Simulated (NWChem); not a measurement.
# CH2F3Si− (SMILES FC(F)(F)[SiH2-]) at 3 levels

Aim: a comparison of 3 runs (HF/STO-3G, HF/3-21G, B3LYP/6-31G*) of CH2F3Si−. 

Program for the calculation: NWChem 7.3.0.

## 1. The molecule

CH2F3Si−: 7 atoms, total charge -1, spin state singlet. As SMILES, `FC(F)(F)[SiH2-]`. The shape is that of a GFN2-xTB optimisation.

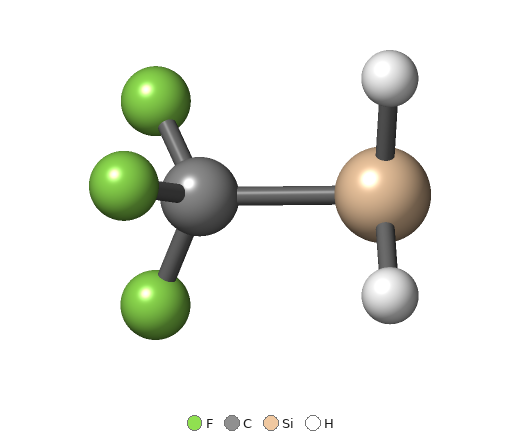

The structure, seen from a chosen angle (fluorine green, carbon grey, silicon light orange, hydrogen white).

## 2. Energy and forces at HF/STO-3G (run 1)

Contents of run.py:

```python
from ase import Atoms
from ase.calculators.nwchem import NWChem

mol = Atoms(['F', 'C', 'F', 'F', 'Si', 'H', 'H'], positions=[
    [-0.076110, -0.836590, 1.625890],
    [0.211320, -0.564140, 0.313850],
    [0.187870, -1.794510, -0.287750],
    [1.560150, -0.256110, 0.346720],
    [-1.019360, 0.701880, -0.487250],
    [-0.560900, 1.891460, 0.260200],
    [-0.302970, 0.858000, -1.771660],
])

calc = NWChem(
    label='calc',
    theory='scf',
    memory='2200 mb',
    basis='STO-3G',
    basispar='spherical bse',
    charge=-1,
    scf={'nopen': '0', 'rhf': None, 'thresh': '1e-08', 'maxiter': '80', 'print': 'low'},
)
mol.calc = calc

forces = mol.get_forces()
print(f"energy = {mol.get_potential_energy():.6f} eV")
print("forces (eV/A):")
for s, f in zip(mol.symbols, forces):
    print(f"{s:2s} {f[0]:10.5f} {f[1]:10.5f} {f[2]:10.5f}")
```

The run is started by

```
$ export ASE_NWCHEM_COMMAND="nwchem PREFIX.nwi > PREFIX.nwo"
$ python run.py
```

The program printed:

```text
energy = -16819.917133 eV
forces (eV/A):
F    -0.36366   -0.25973    1.44326
C     0.46573    1.11951   -0.46727
F    -0.06603   -1.36186   -0.72006
F     0.97579    0.22795    0.01440
Si   -2.21619    0.37816   -0.49900
H     0.69579   -0.40685   -0.59752
H     0.50856    0.30288    0.82625
```

The calculator wrote calc.nwi:

```
title "calc"

permanent_dir calc

scratch_dir calc

start calc

geometry units angstrom nocenter noautosym noautoz
  F  -7.6109999999999997e-02 -8.3658999999999994e-01 1.6258900000000001e+00
  C  2.1132000000000001e-01 -5.6413999999999997e-01 3.1385000000000002e-01
  F  1.8787000000000001e-01 -1.7945100000000000e+00 -2.8775000000000001e-01
  F  1.5601499999999999e+00 -2.5611000000000000e-01 3.4671999999999997e-01
  Si -1.0193600000000000e+00 7.0187999999999995e-01 -4.8725000000000002e-01
  H  -5.6089999999999995e-01 1.8914599999999999e+00 2.6019999999999999e-01
  H  -3.0297000000000002e-01 8.5799999999999998e-01 -1.7716600000000000e+00
end

charge -1

memory 2200 mb

basis spherical bse noprint
   * library STO-3G
end

scf
  nopen 0
  rhf
  thresh 1e-08
  maxiter 80
  print low
end

task scf gradient
```

calc.nwo:

```text
Northwest Computational Chemistry Package (NWChem) 7.3.0
             --------------------------------------------------------

           Job information
           ---------------

    nwchem branch   = 7.3.0
    use scalapack   = T
    input           = calc.nwi
    prefix          = calc.
    data base       = calc/calc.db
    status          = startup
    nproc           =        1

           Memory information
           ------------------

    heap     =     72089600 doubles =      550.0 Mbytes
    stack    =     72089597 doubles =      550.0 Mbytes
    global   =    144179200 doubles =     1100.0 Mbytes (distinct from heap & stack)
    total    =    288358397 doubles =     2200.0 Mbytes
    verify   = yes
    hardfail = no

[... 40 lines left out ...]
            Nuclear Dipole moment (a.u.)
[... 71 lines left out ...]
       Final RHF  results
[... 2 lines left out ...]
         Total SCF energy =   -618.120558735512
      One-electron energy =  -1353.305090083046
      Two-electron energy =    497.644023917072
 Nuclear repulsion energy =    237.540507430462
[... 1 line left out ...]
        Time for solution =      1.4s

                              NWChem Gradients Module
                              -----------------------

                         RHF ENERGY GRADIENTS

    atom               coordinates                        gradient
                 x          y          z           x          y          z
   1 F      -0.143827  -1.580926   3.072487    0.007072   0.005051  -0.028067
   2 C       0.399337  -1.066070   0.593091   -0.009057  -0.021771   0.009087
   3 F       0.355023  -3.391132  -0.543769    0.001284   0.026484   0.014003
   4 F       2.948256  -0.483978   0.655206   -0.018976  -0.004433  -0.000280
   5 Si     -1.926311   1.326361  -0.920769    0.043098  -0.007354   0.009704
   6 H      -1.059947   3.574341   0.491707   -0.013531   0.007912   0.011620
   7 H      -0.572530   1.621385  -3.347952   -0.009890  -0.005890  -0.016068

 Task  times  cpu:        1.8s     wall:        1.8s
 Total times  cpu:        1.8s     wall:        1.8s
```

It took 3.3 s on 1 thread of Intel Xeon 6975P-C (Granite Rapids), shared host; peak memory 0.097 GiB.

## 3. Energy and forces at HF/3-21G (run 2)

Contents of a.nw:

```
start a
title "CH2F3Si"
memory total 2200 mb
charge -1
geometry units au noautosym nocenter noautoz
   F  -0.14382706 -1.58092598  3.07248681
   C   0.39933692 -1.06607010  0.59309054
   F   0.35502285 -3.39113243 -0.54376869
   F   2.94825621 -0.48397776  0.65520584
   Si -1.92631122  1.32636097 -0.92076905
   H  -1.05994738  3.57434138  0.49170674
   H  -0.57253032  1.62138501 -3.34795219
end
basis spherical bse
   * library 3-21G
end
scf
   thresh 1e-08
   maxiter 80
   noprint "final vectors analysis"
end
task scf gradient
```

The run is started by

```
$ nwchem a.nw > a.out
```

The program printed:

```text
[...]
  functions       =    53
[...]
  wavefunction    = RHF
[...]
         Total SCF energy =   -622.921005566368
      One-electron energy =  -1350.785661593318
      Two-electron energy =    490.324165626645
 Nuclear repulsion energy =    237.540490400305
        Time for solution =      2.0s
[...]
                         RHF ENERGY GRADIENTS
    atom               coordinates                        gradient
                 x          y          z           x          y          z
   1 F      -0.143827  -1.580926   3.072487    0.003264  -0.000404  -0.010360
   2 C       0.399337  -1.066070   0.593091   -0.016195   0.005172  -0.005313
   3 F       0.355023  -3.391132  -0.543769    0.000924   0.008579   0.007202
   4 F       2.948256  -0.483978   0.655206   -0.001206  -0.003036   0.001493
   5 Si     -1.926311   1.326361  -0.920769    0.039139   0.009563   0.000546
   6 H      -1.059947   3.574341   0.491707   -0.011625  -0.015500  -0.007508
   7 H      -0.572530   1.621385  -3.347952   -0.014300  -0.004374   0.013940
[...]
```

Wall time 3.3 s (1 thread of Intel Xeon 6975P-C (Granite Rapids), shared host); peak memory 0.096 GiB.

## 4. Energy and forces at B3LYP/6-31G(d) (Cartesian functions) (run 3)

Contents of run.py:

```python
from ase import Atoms
from ase.calculators.nwchem import NWChem

mol = Atoms('FCFFSiHH', positions=[
    [-0.076110, -0.836590, 1.625890],
    [0.211320, -0.564140, 0.313850],
    [0.187870, -1.794510, -0.287750],
    [1.560150, -0.256110, 0.346720],
    [-1.019360, 0.701880, -0.487250],
    [-0.560900, 1.891460, 0.260200],
    [-0.302970, 0.858000, -1.771660],
])

calc = NWChem(
    label='ch2f3si',
    theory='dft',
    memory='2200 mb',
    basis='6-31G*',
    charge=-1,
    dft={'xc': 'b3lyp', 'mult': '1', 'grid': 'xfine', 'convergence': 'energy 1e-08', 'iterations': '100', 'mulliken': None},
)
mol.calc = calc

forces = mol.get_forces()
e = mol.get_potential_energy()
print(f"E = {e:.6f} eV")
print("forces (eV/A):")
for s, f in zip(mol.symbols, forces):
    print(f"{s:2s} {f[0]:10.5f} {f[1]:10.5f} {f[2]:10.5f}")
print("dipole (e A):", mol.get_dipole_moment().round(4))
```

The run is started by

```
$ export ASE_NWCHEM_COMMAND="nwchem PREFIX.nwi > PREFIX.nwo"
$ python run.py
```

The program printed:

```text
E = -17097.548426 eV
forces (eV/A):
F    -0.17679    0.03075    0.47298
C     0.49273    0.01244    0.07940
F    -0.06736   -0.38351   -0.34237
F     0.24179    0.11195   -0.02828
Si   -1.76049   -0.74634    0.13416
H     0.57845    0.72706    0.30293
H     0.69173    0.24760   -0.61886
dipole (e A): [ 0.6816 -0.1756  0.176 ]
```

The calculator wrote ch2f3si.nwi:

```
title "ch2f3si"

permanent_dir ch2f3si

scratch_dir ch2f3si

start ch2f3si

geometry units angstrom nocenter noautosym noautoz
  F  -7.6109999999999997e-02 -8.3658999999999994e-01 1.6258900000000001e+00
  C  2.1132000000000001e-01 -5.6413999999999997e-01 3.1385000000000002e-01
  F  1.8787000000000001e-01 -1.7945100000000000e+00 -2.8775000000000001e-01
  F  1.5601499999999999e+00 -2.5611000000000000e-01 3.4671999999999997e-01
  Si -1.0193600000000000e+00 7.0187999999999995e-01 -4.8725000000000002e-01
  H  -5.6089999999999995e-01 1.8914599999999999e+00 2.6019999999999999e-01
  H  -3.0297000000000002e-01 8.5799999999999998e-01 -1.7716600000000000e+00
end

charge -1

memory 2200 mb

basis noprint
   * library 6-31G*
end

dft
  xc b3lyp
  mult 1
  grid xfine
  convergence energy 1e-08
  iterations 100
  mulliken
end

task dft gradient
```

ch2f3si.nwo:

```text
Northwest Computational Chemistry Package (NWChem) 7.3.0
             --------------------------------------------------------

           Job information
           ---------------

    nwchem branch   = 7.3.0
    use scalapack   = T
    input           = ch2f3si.nwi
    prefix          = ch2f3si.
    data base       = ch2f3si/ch2f3si.db
    status          = startup
    nproc           =        1

           Memory information
           ------------------

    heap     =     72089594 doubles =      550.0 Mbytes
    stack    =     72089599 doubles =      550.0 Mbytes
    global   =    144179200 doubles =     1100.0 Mbytes (distinct from heap & stack)
    total    =    288358393 doubles =     2200.0 Mbytes
    verify   = yes
    hardfail = no

[... 109 lines left out ...]
  convergence criterion.
[... 41 lines left out ...]
          Spatial weights used:  Erf1
[... 87 lines left out ...]
         Total DFT energy =     -628.323320630538
[... 3 lines left out ...]
 Nuclear repulsion energy =      237.540507430462
[... 652 lines left out ...]
          Convergence on gradient requested:  5.00D-04
[... 28 lines left out ...]
          total energy or number of iterations.
[... 38 lines left out ...]
                 ----------------------------------------
                 |  Time  |  1-e(secs)   |  2-e(secs)   |
                 ----------------------------------------
                 |  CPU   |       0.01   |       2.44   |
                 ----------------------------------------
                 |  WALL  |       0.01   |       2.44   |
                 ----------------------------------------

 Task  times  cpu:       35.1s     wall:       35.1s
 Total times  cpu:       35.1s     wall:       35.1s
```

It took 36 s on 1 thread of Intel Xeon 6975P-C (Granite Rapids), shared host; peak memory 0.14 GiB.

## 5. Overview of the runs

| run | level | Cartesian functions | iteration cap | energy (Eh) | largest force (eV/Å) | wall time |
| --- | --- | --- | --- | --- | --- | --- |
| 1 | HF/STO-3G | no | 80 | -618.120559 | 2.303 | 3.3 s |
| 2 | HF/3-21G | no | 80 | -622.921006 | 2.072 | 3.3 s |
| 3 | B3LYP/6-31G* (Cartesian functions) | yes | 100 | -628.323321 | 1.917 | 36 s |

## 6. Results

```
                                                    quantity          value
                                         run 3: total energy  -628.32332 Eh
                                          run 3: HOMO energy        0.45 eV
                                          run 3: LUMO energy        6.11 eV
run 3: HOMO–LUMO gap (to an unbound level, set by the basis)        5.65 eV
                             run 3: largest force on an atom     1.917 eV/Å
```

In run 3 the HOMO lies above zero, so the outermost electron may be held by the basis alone. In run 1 the basis is minimal, so the values are rough. All runs together took 43 s, the longest 36 s.
